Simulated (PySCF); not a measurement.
Ge(Cl)(OH)(NH2)2, H5ClGeN2O, SMILES [NH2][Ge]([NH2])([OH])[Cl], singlet, PBE0/def2-SVP optimised geometry. Atoms within 1.6 Å of the plane z = 0.0 Å (x, y, z in Å): N1 (-1.07, -2.20, -1.42), Ge2 (-0.62, -1.18, 0.00), N3 (-1.35, 0.47, 0.00), O4 (-1.19, -1.88, 1.51), Cl5 (1.56, -1.18, 0.00), H8 (-0.82, 1.18, -0.50), H9 (-1.56, 0.81, 0.94), H10 (-1.23, -2.84, 1.46).

Calculation: PBE0/def2-TZVP in PySCF. Cells within 0.4 Å of a nucleus heavier than hydrogen are left out (blank, or x).

Map of the deformation density (molecule minus spherical neutral atoms) (e/bohr³) on the plane z = 0.0 Å:

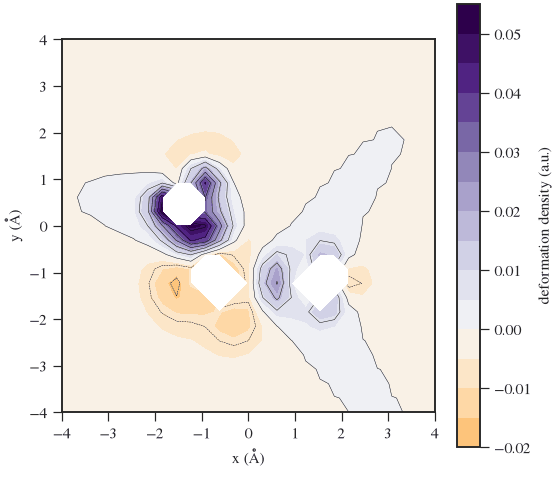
Figure: Deformation density (molecule minus spherical neutral atoms) (e/bohr³) on the plane z = 0.0 Å.
